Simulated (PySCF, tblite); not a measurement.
# C2H4F3Si radical: geometry, infrared bands and EPR parameters

Wanted: the infrared bands and EPR parameters of C2H4F3Si radical (`FC(F)(F)[CH][SiH3]`), by calculation.

Computed with tblite 0.8.0 and PySCF 2.14.0, with density-fitted response routines of our own, on a single molecule in the gas phase. Atoms are numbered from 0 throughout.

### 1 The molecule as given

10 atoms, charge 0, multiplicity 2; geometry from: force field or distance geometry start.

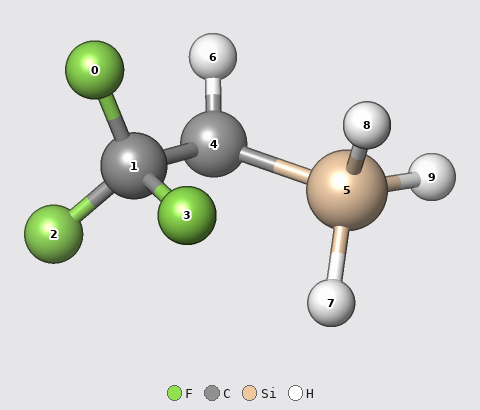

As it starts; fluorine green, carbon grey, silicon light orange, hydrogen white, atoms numbered.

### 2 Relaxing the molecule with GFN2-xTB

The job: settings as JSON, then the geometry in Å.

```
{"job": {"kind": "relax", "xc": "GFN2-xTB", "basis": "xTB"}, "charge": 0, "multiplicity": 2}
F     -1.953200     0.846500     0.811800
C     -1.303400     0.029300    -0.095300
F     -2.132600    -0.412000    -1.081500
F     -0.914700    -1.092200     0.618400
C     -0.068600     0.722500    -0.635000
Si     1.381800    -0.264600     0.013900
H     -0.063300     1.762000    -0.271200
H      1.143000    -1.651100    -0.411700
H      1.272700    -0.202800     1.489000
H      2.647100     0.267000    -0.461000
```

On the command line:

```
$ OMP_NUM_THREADS=1 python probes_run.py task.json out
```

One launch serves the whole session: the jobs run in the order shown.

The log of the run:

```text
step      E/eV     max force
  0    -602.92128    1.855
  1    -603.06041    1.253
  2    -603.17935    0.965
  3    -603.21958    0.732
  4    -603.31555    0.792
  5    -603.34506    0.749
  6    -603.39441    0.507
  7    -603.42259    0.557
  8    -603.45479    0.489
  9    -603.48255    0.493
 10    -603.50617    0.436
 11    -603.52106    0.364
 12    -603.52747    0.550
 13    -603.53403    0.219
 14    -603.53756    0.225
 15    -603.54831    0.299
 16    -603.55446    0.297
 17    -603.56116    0.190
 18    -603.56369    0.121
 19    -603.56519    0.119
 20    -603.56619    0.086
 21    -603.56695    0.065
 22    -603.56748    0.055
 23    -603.56807    0.095
 24    -603.56874    0.100
 25    -603.56924    0.068
 26    -603.56941    0.026
 27    -603.56945    0.022
 28    -603.56948    0.023
 29    -603.56955    0.028
 30    -603.56964    0.036
 31    -603.56974    0.029
 32    -603.56982    0.026
 33    -603.56988    0.025
 34    -603.56996    0.027
 35    -603.57004    0.027
 36    -603.57011    0.020
 37    -603.57014    0.015
 38    -603.57016    0.014
 39    -603.57018    0.013
 40    -603.57020    0.016
 41    -603.57023    0.015
 42    -603.57025    0.010
 43    -603.57026    0.009
```

Run time: 0.15 s. Hardware: 1 thread of Arm Neoverse V2, shared host.

Step by step: (not every step is listed)

```
step  energy from step 0 (eV)  largest force (eV/Å)
   0                   0.0000                1.8548
   1                  -0.1391                1.2525
   2                  -0.2581                0.9646
   3                  -0.2983                0.7321
   4                  -0.3943                0.7924
   5                  -0.4238                0.7487
   6                  -0.4731                0.5070
   7                  -0.5013                0.5570
   8                  -0.5335                0.4889
  11                  -0.5998                0.3644
  14                  -0.6163                0.2251
  17                  -0.6399                0.1898
  20                  -0.6449                0.0864
  23                  -0.6468                0.0954
  26                  -0.6481                0.0261
  29                  -0.6483                0.0284
  32                  -0.6485                0.0263
  35                  -0.6488                0.0273
  38                  -0.6489                0.0145
  39                  -0.6489                0.0130
  40                  -0.6489                0.0160
  41                  -0.6490                0.0148
  42                  -0.6490                0.0099
  43                  -0.6490                0.0095
```

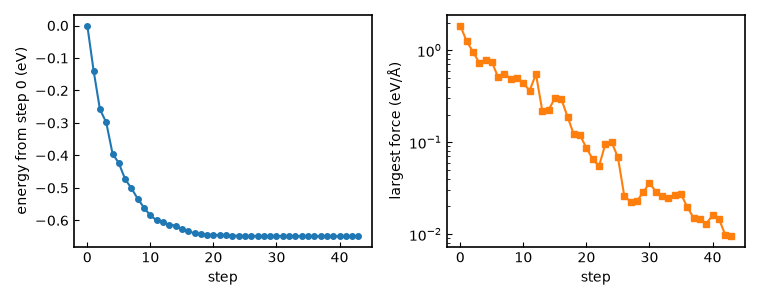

Energy and largest force along the relaxation.

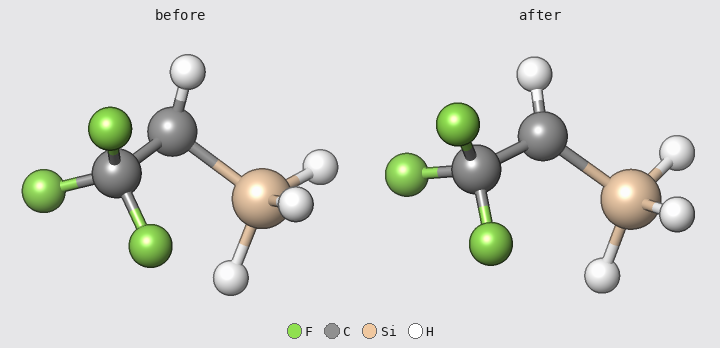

The geometry before (left) and after (right).

Close pairs (by a distance rule), those that changed most:

```
  bond  before (Å)  after (Å)  change (Å)
 C1–C4       1.515      1.466      -0.049
 C1–F3       1.385      1.343      -0.042
 F0–C1       1.383      1.353      -0.030
 C4–H6       1.101      1.077      -0.025
Si5–H8       1.480      1.467      -0.014
C4–Si5       1.871      1.858      -0.013
Si5–H9       1.452      1.460      +0.008
Si5–H7       1.470      1.463      -0.007
```

The end geometry stands in the next job.

### 3 Infrared spectrum with GFN2-xTB

The job: settings as JSON, then the geometry in Å.

```
{"job": {"kind": "ir", "xc": "GFN2-xTB", "basis": "xTB"}, "charge": 0, "multiplicity": 2}
F     -2.165899     0.860357     0.754090
C     -1.374564     0.059687     0.004059
F     -2.086211    -0.184657    -1.124643
F     -1.309564    -1.113336     0.655591
C     -0.057970     0.643997    -0.270130
Si     1.497758    -0.304615     0.092436
H     -0.100666     1.632259    -0.694842
H      1.371757    -1.650216    -0.468357
H      1.648351    -0.391762     1.548693
H      2.585892     0.452941    -0.519424
```

The log of the run:

```text
mode    cm-1     km/mol
  1      19.1      0.37
  2      67.7      1.53
  3     140.8      2.83
  4     300.5      8.45
  5     327.1      8.43
  6     420.6      0.15
  7     469.0     20.23
  8     473.6      2.08
  9     502.3     65.29
 10     572.4     86.47
 11     599.5      4.35
 12     745.1    136.75
 13     754.8     99.60
 14     764.6     97.10
 15     777.8    229.49
 16     888.1     32.13
 17     958.1    324.00
 18     988.3    242.94
 19    1175.4     89.59
 20    1238.3    224.78
 21    2227.0    184.49
 22    2265.7    131.79
 23    2301.3    275.91
 24    3118.1      1.70
```

Wall time 0.16 s (1 thread of Arm Neoverse V2, shared host).

The strongest bands and the atoms that carry them (share of the mass-weighted mode):

```
cm⁻¹  km/mol                                atoms
 745   136.8            H9 57 %, H7 18 %, H8 16 %
 778   229.5  H9 33 %, H7 25 %, H8 15 %, Si5 13 %
 958   324.0                     C1 73 %, F2 16 %
 988   242.9            C1 60 %, F0 15 %, H6 10 %
1238   224.8            C4 48 %, C1 36 %, H6 13 %
2227   184.5                              H8 93 %
2266   131.8                              H7 93 %
2301   275.9                              H9 96 %
```

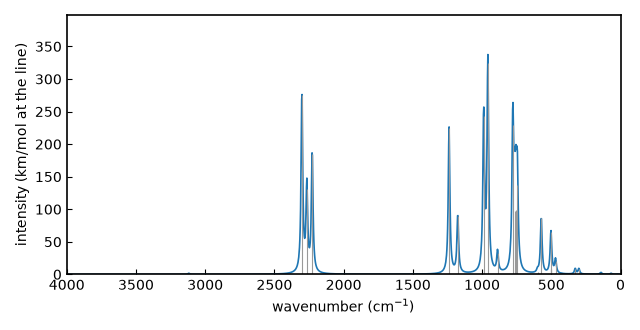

The infrared spectrum from these modes, unscaled. Lines are broadened to a width of 14 cm⁻¹ (Lorentzian).

### 4 g tensor and hyperfine couplings: B3LYP/pcH-1

Same as in step 3 but for these lines:

```diff
@@ -1,2 +1,2 @@
-{"job": {"kind": "ir", "xc": "GFN2-xTB", "basis": "xTB"}, "charge": 0, "multiplicity": 2}
+{"job": {"kind": "epr", "basis": "pcH-1"}, "charge": 0, "multiplicity": 2}
 F     -2.165899     0.860357     0.754090
```

Method: UKS B3LYP, pcH-1 on C F H Si, non-relativistic, mean-field spin-orbit, GIAO.

The log of the run:

```text
UKS, coarse grid
  cycle   1  E = -667.48509618  |g| = 6.52e-01
  cycle   2  E = -667.30853521  |g| = 1.04e+00
  cycle   3  E = -667.61754012  |g| = 5.08e-02
  cycle   4  E = -667.61818138  |g| = 3.24e-02
  cycle   5  E = -667.61865871  |g| = 5.43e-03
  cycle   6  E = -667.61867028  |g| = 2.55e-03
  cycle   7  E = -667.61867269  |g| = 1.17e-03
  cycle   8  E = -667.61867307  |g| = 2.31e-04
UKS, final grid
  cycle   1  E = -667.61855568  |g| = 2.01e-04
  cycle   2  E = -667.61855568  |g| = 2.42e-04
  cycle   3  E = -667.61855570  |g| = 3.65e-05
  cycle   4  E = -667.61855570  |g| = 1.19e-05
E = -667.61855570 Eh   <S^2> = 0.7535 (exact 0.7500)
g shifts (ppm)      1          2          3
  rmc          -154       -154       -154
  gc             56         20         42
  oz_so        -159         94        622
  total        -257        -40        510
hyperfine (MHz)  atom isotope    a_iso     a_fc   dipolar eigenvalues
    0   19F      89.34      89.10    -61.37    -58.36    119.74
    1   13C     -36.65     -36.66     -3.10      0.96      2.14
    2   19F     120.57     120.27    -77.74    -73.82    151.56
    3   19F      -4.85      -4.93    -15.97     -8.23     24.20
    4   13C      82.35      82.47    -78.09    -77.24    155.33
    5  29Si      45.69      45.77     -2.84      0.41      2.43
    6    1H     -59.18     -59.19    -36.95     -1.59     38.53
    7    1H      56.61      56.61     -3.30     -2.01      5.32
    8    1H      84.52      84.52     -3.58     -1.56      5.15
    9    1H       1.03       1.03     -3.26     -2.84      6.10
```

Wall time 30 s (1 thread of Arm Neoverse V2, shared host); peak memory 0.68 GiB.

Principal g values 2.00206, 2.00228, 2.00283; g(iso) = 2.00239, against 2.00232 for a free electron.

Mean a(iso) over the nuclei that a row names, and the largest dipolar term of the row (other rows stand at the frozen geometry):

```
    nuclei  isotope  a(iso) (MHz)  a(iso) (G, at g = 2.0023)  largest dipolar term (MHz)
        C4      13C          82.3                       29.4                       155.3
F0, F2, F3      19F          68.4                       24.4                       151.6
        H6       1H         -59.2                      -21.1                        38.5
H7, H8, H9       1H          47.4                       16.9                         6.1
       Si5     29Si          45.7                       16.3                        -2.8
        C1      13C         -36.7                      -13.1                        -3.1
```

Mulliken spin populations:

```
atom  value (e)
  F0       0.02
  C1      -0.04
  F2       0.03
  F3       0.00
  C4       1.01
 Si5      -0.05
  H6      -0.04
  H7       0.03
  H8       0.04
  H9       0.00
```

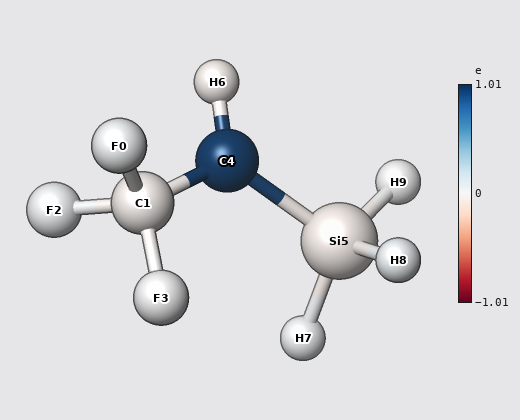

Mulliken spin populations, as colours on the atoms.

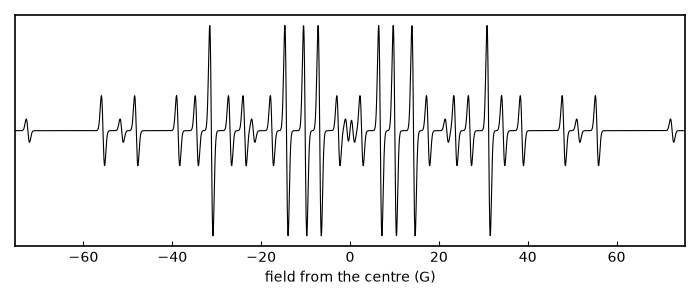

First-order isotropic spectrum (first derivative, main isotopes with spin only, couplings over 0.8 MHz, Gaussian width 0.4 G; couplings of the frozen geometry, rotation of groups not averaged beyond the rows shown).

The fields below are evaluated on a grid from the run's orbitals.

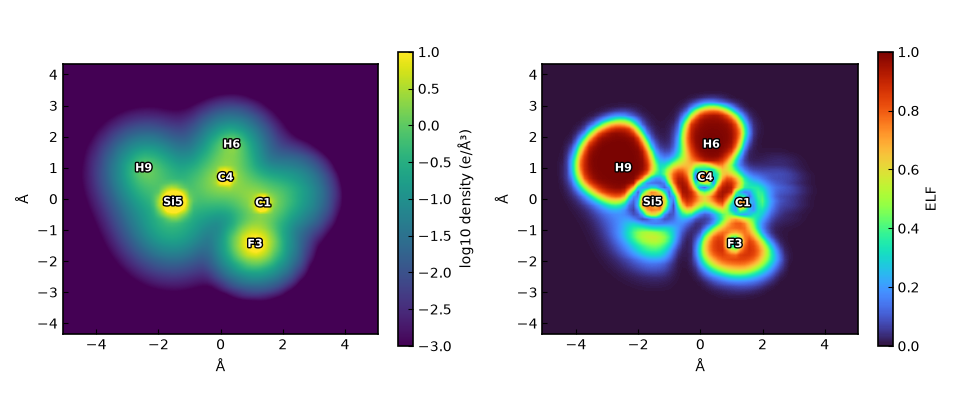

Density (left) and ELF (right) in a plane through or near 6 of the atoms.

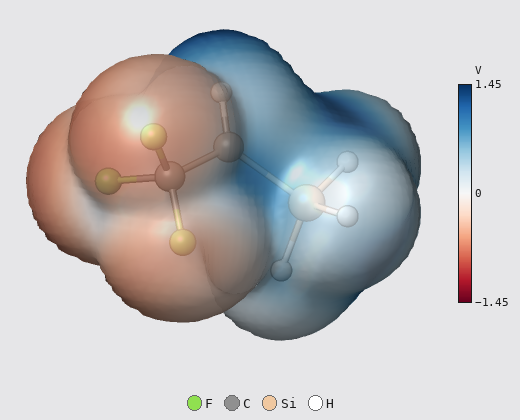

Electrostatic potential on the surface of density 0.002 e/bohr³; red is low, blue high. It runs from -0.69 V near F2 to 1.45 V near H6.

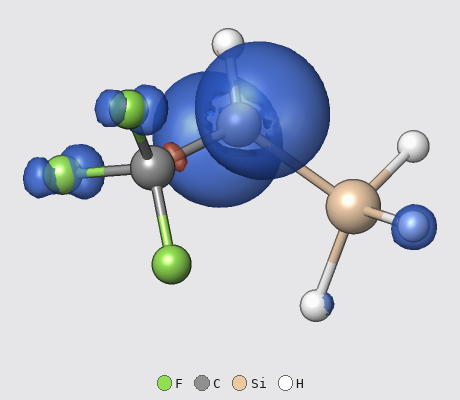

Spin density at ±0.04 e/Å³ (alpha excess blue, beta excess red).

### 5 Summary of results

```
                                                                  quantity                 value
                                 strongest single infrared mode (GFN2-xTB)  958 cm⁻¹, 324 km/mol
                                              zero-point energy (GFN2-xTB)         31.6 kcal/mol
                                                            g(iso) (B3LYP)               2.00239
                                                                      ⟨S²⟩    0.753 (exact 0.75)
                                        largest a(iso) (averaged by class)   13C on C4, 82.3 MHz
potential on the surface of density 0.002 e/bohr³, 1st and 99th percentile    -0.69 V and 1.45 V
```

What this shows: Over 43 steps the energy fell by 0.649 eV; of the close pairs, C1–C4 changed most, 1.515 to 1.466 Å. All 24 modes are real, so the xTB geometry is a minimum. The strongest single mode, at 958 cm⁻¹, moves mainly C1. Unscaled tight-binding wavenumbers are off by several per cent, some by more. Its intensities can rank the bands wrongly. Most of the unpaired spin sits on C4 (1.01 e). The isotropic g lies 0.1 ppt above the free-electron value. These values are for one conformer; the search (at its own cheap level) found 1 more, at 0.51 kcal/mol, and measured spectra average over such forms.
